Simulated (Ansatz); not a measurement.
Electronic density of states of amorphous Ti$_{20}$O$_{41}$Be, density 3.57 g/cm³, on a 2×2×2 Γ-centred mesh with a Gaussian width of 0.1 eV; energies count from the Fermi level, whose place inside the gap is arbitrary. Cell and mesh are small, so fine structure isn't converged. Calculation: PBE, scalar-relativistic without spin-orbit coupling (plane waves to 420 eV, PAW; Ansatz, a program for electronic structure). Sampling: a 2×2×2 Γ-centred mesh; Fermi-Dirac width 0.02 eV; no spin polarisation.

Preparation: random packing, a CHGNet melt and quench, and a DFT relaxation. O atoms were pushed apart under 1.9 Å during the dynamics, to hinder bonds among them. The hot cell started wider than the set density and was brought back towards it in steps. It is the lowest in DFT energy of 2 quenches. It is a model cell: composition and starting density were chosen by hand, and all elements were melted together. No dispersion term was used. Its density started from a set value of 3.58 and ended at 3.57 g/cm³. Cooling (nominally 360 K/ps over its main leg) ran many orders faster than in experiment, which tends to leave more defects and strain. A cell of this size samples the disorder only roughly. The volume was held where the preparation left it and the shape relaxed, at a PBE pressure of 1.8 GPa. Stress components on the final sampling reach 1.8 GPa. On a 2×2×2 Γ-centred mesh force components of up to 0.13 eV/Å stay, since the relaxation ran on the zone centre alone.

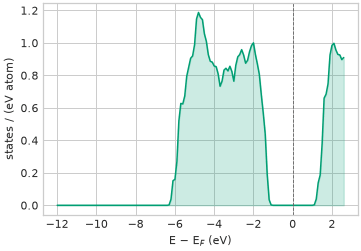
Fig. 1. Density of states per atom

The gap on this mesh is 2.56 eV; the broadening fills part of it in the curve.
